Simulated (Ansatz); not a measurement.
# Fe wire along [110], 33 atoms a period: bands along the axis

Wanted: the relaxed geometry and the bands of the Fe wire along [110], 33 atoms a period.

Main program and level: Ansatz 0.2.0; DFT PBE, plane waves, PAW; relaxation of a wire's period; PAW set soft_1, in the first sound run; inputs show where later runs differ.

### 1. The structure

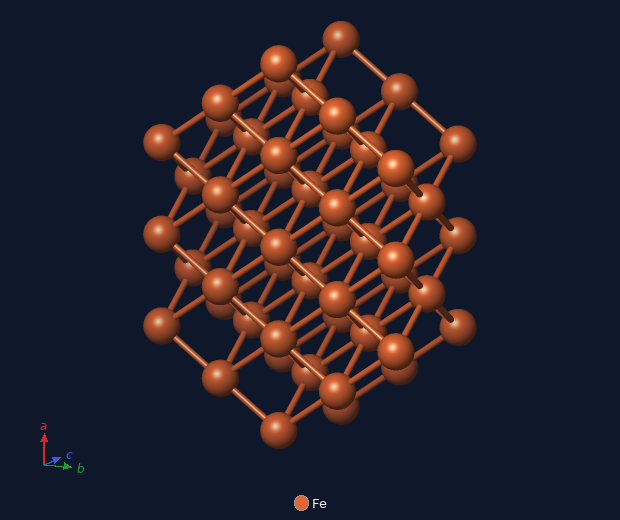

The starting structure, seen at a slant to the c axis (iron orange). Some periodic images of atoms are drawn too.

The cell holds 33 atoms: 33 Fe. Its edges and angles: a = 18.120 Å, b = 14.804 Å, c = 4.002 Å, α = 90.0°, β = 90.0°, γ = 90.0°. Vacuum lies along a and b. The structure's axis is c.

### 2. The relaxed wire

Band widths follow the bond lengths, so the wire is relaxed first. The atoms and the third cell vector are free; the box across stays fixed as vacuum. Moments are seeded so that a magnetic state can form if it lies lower. A Fermi-Dirac smearing is set since the result may be a metal. The pressure printed is a third of the stress's trace over the whole box, vacuum included; only the stress along the axis is relaxed.

The input, input.yaml:

```yaml
crystal:
  lattice:
    - [18.12, 0.0, 0.0]
    - [0.0, 14.804, 0.0]
    - [0.0, 0.0, 4.0022243815]
  atoms:
    - { symbol: Fe, position: [0.187637969, 0.500015157, 0.0], spin: 2.4 }
    - { symbol: Fe, position: [0.265728477, 0.364841407, 0.0], spin: 2.4 }
    - { symbol: Fe, position: [0.343818985, 0.229667657, 0.0], spin: 2.4 }
    - { symbol: Fe, position: [0.343818985, 0.500015157, 0.0], spin: 2.4 }
    - { symbol: Fe, position: [0.421909492, 0.364841407, 0.0], spin: 2.4 }
    - { symbol: Fe, position: [0.5, 0.229667657, 0.0], spin: 2.4 }
    - { symbol: Fe, position: [0.5, 0.500015157, 0.0], spin: 2.4 }
    - { symbol: Fe, position: [0.578090508, 0.364841407, 0.0], spin: 2.4 }
    - { symbol: Fe, position: [0.656181015, 0.229667657, 0.0], spin: 2.4 }
    - { symbol: Fe, position: [0.656181015, 0.500015157, 0.0], spin: 2.4 }
    - { symbol: Fe, position: [0.734271523, 0.364841407, 0.0], spin: 2.4 }
    - { symbol: Fe, position: [0.812362031, 0.500015157, 0.0], spin: 2.4 }
    - { symbol: Fe, position: [0.265728477, 0.500015157, 0.5], spin: 2.4 }
    - { symbol: Fe, position: [0.343818985, 0.364841407, 0.5], spin: 2.4 }
    - { symbol: Fe, position: [0.343818985, 0.635188907, 0.5], spin: 2.4 }
    - { symbol: Fe, position: [0.421909492, 0.229667657, 0.5], spin: 2.4 }
    - { symbol: Fe, position: [0.421909492, 0.500015157, 0.5], spin: 2.4 }
    - { symbol: Fe, position: [0.421909492, 0.770362656, 0.5], spin: 2.4 }
    - { symbol: Fe, position: [0.5, 0.364841407, 0.5], spin: 2.4 }
    - { symbol: Fe, position: [0.5, 0.635188907, 0.5], spin: 2.4 }
    - { symbol: Fe, position: [0.578090508, 0.229667657, 0.5], spin: 2.4 }
    - { symbol: Fe, position: [0.578090508, 0.500015157, 0.5], spin: 2.4 }
    - { symbol: Fe, position: [0.578090508, 0.770362656, 0.5], spin: 2.4 }
    - { symbol: Fe, position: [0.656181015, 0.364841407, 0.5], spin: 2.4 }
    - { symbol: Fe, position: [0.656181015, 0.635188907, 0.5], spin: 2.4 }
    - { symbol: Fe, position: [0.734271523, 0.500015157, 0.5], spin: 2.4 }
    - { symbol: Fe, position: [0.265728477, 0.635188907, 0.0], spin: 2.4 }
    - { symbol: Fe, position: [0.343818985, 0.770362656, 0.0], spin: 2.4 }
    - { symbol: Fe, position: [0.421909492, 0.635188907, 0.0], spin: 2.4 }
    - { symbol: Fe, position: [0.5, 0.770362656, 0.0], spin: 2.4 }
    - { symbol: Fe, position: [0.578090508, 0.635188907, 0.0], spin: 2.4 }
    - { symbol: Fe, position: [0.656181015, 0.770362656, 0.0], spin: 2.4 }
    - { symbol: Fe, position: [0.734271523, 0.635188907, 0.0], spin: 2.4 }
magnetization:
  spin_polarized: true
kpoints:
  mp_grid: { grid: [1, 1, 20] }
scf:
  occupations: { method: fermi_dirac, width: 0.05 }
hamiltonian:
  xc: pbe
  pseudopotentials: { kind: paw, azcp: { folder: soft_1 } }
relax:
  cell: { fix: [a, b, alpha, beta, gamma] }
  max_steps: 45
  f_tol: 0.03
```

On the command line:

```console
ansatz run input.yaml --threads 4 --pin off --max-ram 16384MiB --backend cpu --events-out ev --progress --plain --runs-dir out
```

Numbers of over 12 decimals in the logs are rounded to 6 here.

The log of the run:

```text
Engine: ansatz 0.2.0, aarch64-unknown-linux-gnu
Pseudopotentials: kind: paw
Pseudopotential: Fe, paw, valence charge 16, recommended cutoff 420 eV (normal), soft_1/Fe.paw.azcp
Functional definition: PBE
  parameter kappa = 0.804
  parameter beta = 0.066725
  exchange = pbe_x(kappa = kappa, mu = beta*pi^2/3)
  correlation = pbe_c(beta = beta)
Crystal: 33 atoms, lattice volume = 1073.591 Å³
Basis set: ecut = 420 eV, 21021 PW (Γ), exchange–correlation on 250×200×54 points (8 copies of the dense FFT grid, shifted against one another)
Bands: 365, of which v1, the nominal top of the filled ones, is band 264 counted from 1 (263 counted from 0)
Symmetry: 8 space group operations
Space group: Pmmm (ITA 47), of the structure as read, at distance tolerance 1.0e-4 Å
Magnetic group: BNS 47.249 (UNI 347), of the structure as read, at distance tolerance 1.0e-4 Å
k-points: 11 of 20
Non-local potential: Fe, projectors of the file, l = 0: 3, l = 1: 2, l = 2: 3, l = 3: 1
PAW form: soft (Blöchl's): semilocal exchange-correlation on the pseudo side does not see the compensation charge
PAW one-centre angular grid: Fe, 590 points (default); XC on 64 Gauss nodes
Initial density: superposition of atomic densities (neutral atoms: chi_scale 0, normalization atom)
Starting moments: Σ|m| = 79.2 μB on 33 of 33 sites
Initial wavefunctions: pseudopotential atomic-orbital guess
Functional: x = pbe(κ = 0.804, μ = 0.219515), c = pbe(β = 0.066725)
SCF iter   1: F=—  HF=-147823.440324 eV  |F-HF|=—  |Δ(HF+E_count)|=         —  Δρ=4.31e-2 (↑1.79e-2 ↓4.31e-2)  dr2=1.11e2  dr2_m=5.75e0  M=79.718 μB ∫|m|=80.504 μB  β_m=0.30  ethr=3.10e-3  ⟨swp⟩=7.8  Hψ=36114  notcnv=0  defer=607
Mixer restart at iter 1: flushing history
preconditioner: auto → LDOS  [metal: Δε(μ)=0.004 eV  Ē_g=5.990 eV  σ=0.050 eV  W_gap=0.02  n_scr=268 (ndim 8)  ℏωp=18.4 eV  f_vac=0.527  D(μ)=44.81/eV (n_scr^D=392)]
spin=Collinear: LDOS preconditioning applied to the charge; magnetization (m = ρ↑ − ρ↓) channel mixes plain (no charge-response kernel on spin).
SCF iter   2: F=—  HF=-147810.215725 eV  |F-HF|=—  |Δ(HF+E_count)|=    1.32e1  Δρ=2.61e-2 (↑2.61e-2 ↓2.28e-2)  dr2=1.79e1  dr2_m=4.73e0  M=81.749 μB ∫|m|=83.010 μB  β_m=0.36  ethr=3.10e-3  ⟨swp⟩=3.0  Hψ=14410  notcnv=0  defer=1069
SCF iter   3: F=—  HF=-147822.956321 eV  |F-HF|=—  |Δ(HF+E_count)|=    1.27e1  Δρ=1.54e-2 (↑1.26e-2 ↓1.54e-2)  dr2=8.17e-1  dr2_m=1.80e0  M=82.123 μB ∫|m|=83.919 μB  β_m=0.44  ethr=3.10e-3  ⟨swp⟩=3.0  Hψ=13227  notcnv=0  defer=1086
SCF iter   4: F=—  HF=-147829.721806 eV  |F-HF|=—  |Δ(HF+E_count)|=    6.77e0  Δρ=9.83e-3 (↑9.83e-3 ↓7.75e-3)  dr2=3.88e-1  dr2_m=7.18e-1  M=83.273 μB ∫|m|=85.723 μB  β_m=0.72  ethr=1.55e-4  ⟨swp⟩=3.7  Hψ=16629  notcnv=0  defer=1086
SCF iter   5: F=—  HF=-147832.225910 eV  |F-HF|=—  |Δ(HF+E_count)|=    2.50e0  Δρ=4.79e-3 (↑4.79e-3 ↓3.69e-3)  dr2=7.23e-1  dr2_m=7.90e-2  M=85.037 μB ∫|m|=88.326 μB  β_m=0.69  ethr=7.34e-5  ⟨swp⟩=3.1  Hψ=16850  notcnv=0  defer=1099
SCF iter   6: F=—  HF=-147832.145407 eV  |F-HF|=—  |Δ(HF+E_count)|=   8.05e-2  Δρ=2.45e-3 (↑2.45e-3 ↓1.91e-3)  dr2=1.69e-1  dr2_m=2.42e-2  M=85.382 μB ∫|m|=88.807 μB  β_m=0.72  ethr=7.34e-5  ⟨swp⟩=2.2  Hψ=15109  notcnv=0  defer=1112
SCF iter   7: F=—  HF=-147832.214525 eV  |F-HF|=—  |Δ(HF+E_count)|=         —  Δρ=3.15e-3 (↑3.15e-3 ↓2.31e-3)  dr2=4.09e-2  dr2_m=6.71e-2  M=86.304 μB ∫|m|=89.717 μB  β_m=0.72  ethr=3.20e-5  ⟨swp⟩=2.2  Hψ=14600  notcnv=0  defer=1112
SCF iter   8: F=—  HF=-147832.200552 eV  |F-HF|=—  |Δ(HF+E_count)|=   1.40e-2  Δρ=1.17e-3 (↑1.17e-3 ↓9.20e-4)  dr2=3.91e-2  dr2_m=7.91e-3  M=86.422 μB ∫|m|=89.923 μB  β_m=0.83  ethr=7.74e-6  ⟨swp⟩=2.7  Hψ=14953  notcnv=0  defer=1112
SCF iter   9: F=—  HF=-147832.209796 eV  |F-HF|=—  |Δ(HF+E_count)|=   9.24e-3  Δρ=1.02e-3 (↑1.02e-3 ↓5.60e-4)  dr2=9.50e-3  dr2_m=4.22e-3  M=86.587 μB ∫|m|=90.031 μB  β_m=0.77  ethr=7.40e-6  ⟨swp⟩=2.3  Hψ=13131  notcnv=0  defer=1108
SCF iter  10: F=—  HF=-147832.206849 eV  |F-HF|=—  |Δ(HF+E_count)|=   2.95e-3  Δρ=5.94e-4 (↑5.94e-4 ↓2.96e-4)  dr2=1.46e-3  dr2_m=1.76e-3  M=86.627 μB ∫|m|=90.077 μB  β_m=0.87  ethr=1.80e-6  ⟨swp⟩=2.4  Hψ=11934  notcnv=0  defer=1108
SCF iter  11: F=—  HF=-147832.206682 eV  |F-HF|=—  |Δ(HF+E_count)|=   1.67e-4  Δρ=2.21e-4 (↑2.21e-4 ↓1.46e-4)  dr2=1.26e-3  dr2_m=4.96e-5  M=86.627 μB ∫|m|=90.087 μB  β_m=0.70  ethr=2.76e-7  ⟨swp⟩=2.4  Hψ=13863  notcnv=0  defer=1108
SCF iter  12: F=—  HF=-147832.206350 eV  |F-HF|=—  |Δ(HF+E_count)|=   3.32e-4  Δρ=5.73e-5 (↑5.73e-5 ↓4.07e-5)  dr2=8.25e-5  dr2_m=1.03e-5  M=86.635 μB ∫|m|=90.094 μB  β_m=0.66  ethr=2.39e-7  ⟨swp⟩=2.0  Hψ=12548  notcnv=0  defer=1108
SCF iter  13: F=—  HF=-147832.206337 eV  |F-HF|=—  |Δ(HF+E_count)|=   1.34e-5  Δρ=7.69e-5 (↑7.69e-5 ↓2.89e-5)  dr2=3.06e-5  dr2_m=2.27e-5  M=86.643 μB ∫|m|=90.099 μB  β_m=0.59  ethr=1.56e-8  ⟨swp⟩=3.0  Hψ=15293  notcnv=0  defer=1108
SCF iter  14: F=—  HF=-147832.206328 eV  |F-HF|=—  |Δ(HF+E_count)|=   9.10e-6  Δρ=1.17e-5 (↑7.41e-6 ↓1.17e-5)  dr2=2.28e-6  dr2_m=6.66e-7  M=86.641 μB ∫|m|=90.099 μB  β_m=0.64  ethr=5.80e-9  ⟨swp⟩=2.4  Hψ=12988  notcnv=0  defer=1108
SCF iter  15: F=—  HF=-147832.206328 eV  |F-HF|=—  |Δ(HF+E_count)|=   2.99e-7  Δρ=6.78e-6 (↑6.78e-6 ↓5.30e-6)  dr2=5.82e-7  dr2_m=1.99e-7  M=86.642 μB ∫|m|=90.100 μB  β_m=0.62  ethr=4.33e-10  ⟨swp⟩=2.7  Hψ=13018  notcnv=0  defer=1108
SCF iter  16: F=—  HF=-147832.206328 eV  |F-HF|=—  |Δ(HF+E_count)|=   2.18e-8  Δρ=4.38e-6 (↑4.38e-6 ↓2.87e-6)  dr2=3.13e-7  dr2_m=5.33e-8  M=86.643 μB ∫|m|=90.100 μB  β_m=0.58  ethr=1.10e-10  ⟨swp⟩=2.2  Hψ=13823  notcnv=0  defer=1108
SCF iter  17: F=—  HF=-147832.206328 eV  |F-HF|=—  |Δ(HF+E_count)|=   1.31e-8  Δρ=1.38e-6 (↑1.32e-6 ↓1.38e-6)  dr2=2.08e-8  dr2_m=1.28e-8  M=86.643 μB ∫|m|=90.100 μB  β_m=0.79  ethr=5.93e-11  ⟨swp⟩=2.3  Hψ=11947  notcnv=0  defer=1108
SCF iter  18: F=-147832.206328 eV  HF=-147832.206328 eV  |F-HF|=5.39e-8  |Δ(HF+E_count)|=   3.31e-8  Δρ=1.47e-6 (↑9.04e-7 ↓1.47e-6)  dr2=5.28e-8  dr2_m=3.21e-9  M=86.643 μB ∫|m|=90.100 μB  ethr=3.94e-12  ⟨swp⟩=2.0  Hψ=27599  notcnv=0
SCF 1 converged in 18 iterations: F = -147832.206328 eV  dr2 = 5.28e-8
  greatest PAW one-centre occupation: 1.002 electrons in one spin orbital (limit 2), on the Fe atom at site 11 (counted from 0), in its partial waves of l = 1
relax step   1: F+E_penalty+E_count = -147832.20632797 eV  Δ(F+E_penalty+E_count) = +0.000e0 eV  max|allowed force component| = 9.961e-1 eV/Å  Δτ_max = 0.0000 Å  P = -1.273 GPa  Ω = 1073.591 Å³  fix = [a, b, alpha, beta, gamma]  reactions: a -0.891, b -1.021 GPa  (18 SCF iters, dr2 threshold 1.00e-7 eV, accepted)
[...]
SCF iter   8: F=—  HF=-147832.820489 eV  |F-HF|=—  |Δ(HF+E_count)|=   1.01e-8  Δρ=7.62e-7 (↑7.62e-7 ↓3.18e-7)  dr2=6.01e-9  dr2_m=2.19e-9  M=85.323 μB ∫|m|=88.668 μB  β_m=0.57  ethr=1.44e-11  ⟨swp⟩=2.1  Hψ=10961  notcnv=0
SCF iter   9: F=—  HF=-147832.820488 eV  |F-HF|=—  |Δ(HF+E_count)|=   9.04e-8  Δρ=3.58e-7 (↑3.58e-7 ↓1.73e-7)  dr2=1.20e-9  dr2_m=5.90e-10  M=85.323 μB ∫|m|=88.668 μB  β_m=0.66  ethr=1.14e-12  ⟨swp⟩=3.0  Hψ=13415  notcnv=0
SCF iter  10: F=—  HF=-147832.820488 eV  |F-HF|=—  |Δ(HF+E_count)|=  3.49e-10  Δρ=1.36e-7 (↑1.36e-7 ↓8.19e-8)  dr2=1.43e-10  dr2_m=9.01e-11  M=85.323 μB ∫|m|=88.668 μB  β_m=0.67  ethr=1.00e-12  ⟨swp⟩=1.9  Hψ=8866  notcnv=0
SCF iter  11: F=-147832.820488 eV  HF=-147832.820488 eV  |F-HF|=2.33e-10  |Δ(HF+E_count)|=  2.91e-11  Δρ=6.54e-8 (↑6.54e-8 ↓4.77e-8)  dr2=1.50e-10  dr2_m=8.66e-12  M=85.323 μB ∫|m|=88.668 μB  ethr=1.00e-12  ⟨swp⟩=3.0  Hψ=25428  notcnv=0
SCF 6 converged in 11 iterations: F = -147832.820488 eV  dr2 = 1.50e-10
relax step   6: F+E_penalty+E_count = -147832.82048846 eV  Δ(F+E_penalty+E_count) = +1.602e-2 eV  max|allowed force component| = 2.571e-2 eV/Å  Δτ_max = 0.0000 Å  P = +0.002 GPa  Ω = 1043.246 Å³  fix = [a, b, alpha, beta, gamma]  reactions: a +0.020, b -0.060 GPa  stress off target by 4.59e-2 GPa on what of the cell is left free  SCF on the basis re-selected at this cell (its energy is not comparable with the rows above)  (11 SCF iters)
basis re-selected at this cell: Δ(F+E_penalty+E_count) = +1.602e-2 eV, ΔP = +0.007 GPa vs the last step (what re-selecting the basis moved, of the pressure what is left beyond the Pulay correction that the steps carried, after the strain that the cell walked since its last selection, with what the two solves' SCF thresholds leave and, on support functions, any second-order correction that the steps lacked; it is no m [...]
SCF converged after 11 iterations
Magnetization: 85.3226 μB (306.6613 up, 221.3387 down)
Absolute magnetization: 88.6758 μB (∫|ρ↑−ρ↓|, with the PAW one-centre terms)
Spin contamination: 1.4409 ħ² per cell (⟨S²⟩ above its minimum at these occupations)
Per-site moments (μB) at R_I (Å): [(2.708691, 0.963021), (2.746963, 0.963021), (2.789370, 0.972756), (2.342294, 0.997435), (2.312323, 0.972756), (2.623191, 0.990029), (2.185478, 1.002997), (2.312323, 0.972756), (2.789370, 0.972756), (2.342294, 0.997435), (2.746963, 0.963021), (2.708691, 0.963021), (2.477877, 0.979500), (2.463597, 1.004216), (2.463597, 1.004216), (2.550298, 0.990029), (2.331162, 0.997435), (2.550298,  [...]
Free energy (F): -147832.820488 eV
Harris-Foulkes:  -147832.820488 eV  (|F-HF|=2.33e-10)
Internal energy: -147832.544862 eV  (E = F + TS)
E sigma→0 (E₀):  -147832.682675 eV
Entropy (-TS):   -0.275627 eV (-8.352 meV/atom)
Fermi energy:    4.242202 eV
--- Per-component energies (eV) ---
  E_band       = -14486.947188
  E_kinetic    = 10882.802281
  E_local      = -522165.872769  (includes V_loc(G=0)·N_el)
  E_nonlocal   = 9642.054607
  E_hartree    = 251315.802379
  E_xc         = -3613.929583
  E_vxc        = -4638.893203  (∫ρ·V_xc dr)
  E_paw        = -45666.576702  (= ΣΔE_a)
  E_vpaw       = -10838.608265  (= ΣTr[D̂ρ^β])
  E_aug_tail   = -0.032990  (compensation charges beyond the density's cutoff)
  E_ewald      = 151773.207916
  E_smearing   = -0.275627  (= −TS)
  E_closure    = 0.000000  (closes the sum)
  Σ components = -147832.820488   (vs F -147832.820488, Δ=0.00e0)
--- Forces (eV/Å), atoms counted from 1 ---
  atom   1  Fe     0.02570753    -0.00000000    -0.00000000
  atom   2  Fe    -0.01861594    -0.01862108     0.00000000
  atom   3  Fe    -0.00466088     0.00302655    -0.00000000
  atom   4  Fe    -0.01863426     0.00000000    -0.00000000
  atom   5  Fe     0.01349446     0.00350211    -0.00000000
  atom   6  Fe    -0.00000000     0.00356110    -0.00000000
  atom   7  Fe    -0.00000000     0.00000000     0.00000000
  atom   8  Fe    -0.01349446     0.00350211    -0.00000000
  atom   9  Fe     0.00466088     0.00302655    -0.00000000
  atom  10  Fe     0.01863426    -0.00000000     0.00000000
  atom  11  Fe     0.01861594    -0.01862108     0.00000000
  atom  12  Fe    -0.02570753     0.00000000     0.00000000
  atom  13  Fe    -0.00314374     0.00000000     0.00000000
  atom  14  Fe    -0.00491072     0.01751074    -0.00000000
  atom  15  Fe    -0.00491072    -0.01751074     0.00000000
  atom  16  Fe    -0.00272251     0.00764399    -0.00000000
  atom  17  Fe     0.01950815    -0.00000000    -0.00000000
  atom  18  Fe    -0.00272251    -0.00764399     0.00000000
  atom  19  Fe     0.00000000    -0.00114306     0.00000000
  atom  20  Fe    -0.00000000     0.00114306    -0.00000000
  atom  21  Fe     0.00272251     0.00764399    -0.00000000
  atom  22  Fe    -0.01950815     0.00000000     0.00000000
  atom  23  Fe     0.00272251    -0.00764399     0.00000000
  atom  24  Fe     0.00491072     0.01751074    -0.00000000
  atom  25  Fe     0.00491072    -0.01751074     0.00000000
  atom  26  Fe     0.00314374    -0.00000000    -0.00000000
  atom  27  Fe    -0.01861594     0.01862108    -0.00000000
  atom  28  Fe    -0.00466088    -0.00302655     0.00000000
  atom  29  Fe     0.01349446    -0.00350211     0.00000000
  atom  30  Fe     0.00000000    -0.00356110     0.00000000
  atom  31  Fe    -0.01349446    -0.00350211     0.00000000
  atom  32  Fe     0.00466088    -0.00302655     0.00000000
  atom  33  Fe     0.01861594     0.01862108    -0.00000000
  max |Σ_I F_I| component: 3.47e-18 eV/Å
--- Stress (GPa, compression-positive) ---
        0.019805       0.000000       0.000000
        0.000000      -0.059802       0.000000
        0.000000       0.000000       0.045872
  P = ⅓ Tr σ = 0.0020 GPa (0.020 kbar)
--- Relaxed structure (5 steps of the walk, 5 accepted, 1 SCFs on fresh bases) ---
  F+E_penalty+E_count = -147832.82048846 eV   max|allowed force component| = 2.571e-2 eV/Å   (the final SCF, on the basis selected at the relaxed cell)
  cell:  # Å, volume = 1043.2463 Å³
    - [18.12, 0, 0]
    - [0, 14.804, 0]
    - [0, 0, 3.889104]
  atoms:
    - { symbol: Fe, position: [0.184593, 0.500015, 0] }
    - { symbol: Fe, position: [0.258359, 0.370721, 0] }
    - { symbol: Fe, position: [0.343982, 0.236522, 0.0] }
    - { symbol: Fe, position: [0.340123, 0.500015, 0] }
    - { symbol: Fe, position: [0.420321, 0.365533, 0] }
    - { symbol: Fe, position: [0.500000, 0.229629, 0.0] }
    - { symbol: Fe, position: [0.500000, 0.500015, 0] }
    - { symbol: Fe, position: [0.579679, 0.365533, 0.0] }
    - { symbol: Fe, position: [0.656018, 0.236522, 0.0] }
    - { symbol: Fe, position: [0.659877, 0.500015, 0.0] }
    - { symbol: Fe, position: [0.741641, 0.370721, 0] }
    - { symbol: Fe, position: [0.815407, 0.500015, 0] }
    - { symbol: Fe, position: [0.259801, 0.500015, 0.5] }
    - { symbol: Fe, position: [0.339613, 0.360037, 0.5] }
    - { symbol: Fe, position: [0.339613, 0.639993, 0.5] }
    - { symbol: Fe, position: [0.422364, 0.230153, 0.5] }
    - { symbol: Fe, position: [0.419438, 0.500015, 0.5] }
    - { symbol: Fe, position: [0.422364, 0.769878, 0.5] }
    - { symbol: Fe, position: [0.500000, 0.364921, 0.5] }
    - { symbol: Fe, position: [0.500000, 0.635110, 0.5] }
    - { symbol: Fe, position: [0.577636, 0.230153, 0.5] }
    - { symbol: Fe, position: [0.580562, 0.500015, 0.5] }
    - { symbol: Fe, position: [0.577636, 0.769878, 0.5] }
    - { symbol: Fe, position: [0.660387, 0.360037, 0.5] }
    - { symbol: Fe, position: [0.660387, 0.639993, 0.5] }
    - { symbol: Fe, position: [0.740199, 0.500015, 0.5] }
    - { symbol: Fe, position: [0.258359, 0.629310, 0] }
    - { symbol: Fe, position: [0.343982, 0.763508, 0] }
    - { symbol: Fe, position: [0.420321, 0.634497, 0] }
    - { symbol: Fe, position: [0.500000, 0.770402, 0] }
    - { symbol: Fe, position: [0.579679, 0.634497, 0] }
    - { symbol: Fe, position: [0.656018, 0.763508, 0] }
    - { symbol: Fe, position: [0.741641, 0.629310, 0] }
```

It took 36 min on 4 threads of Arm Neoverse V1, shared host; peak memory 9.7 GiB; 2.4 h of CPU time.

(Part 1 of 2 ends here.)

[Logs are printed without paths, hosts, clocks, repeated set-up lines and the standing remarks that a program may print on its own settings, such as how far it seeks lower states.]

[Hosts, paths, dates, database ids (printed as entryN), source tags and the programs' standing remarks are cut or masked in the printed files.]
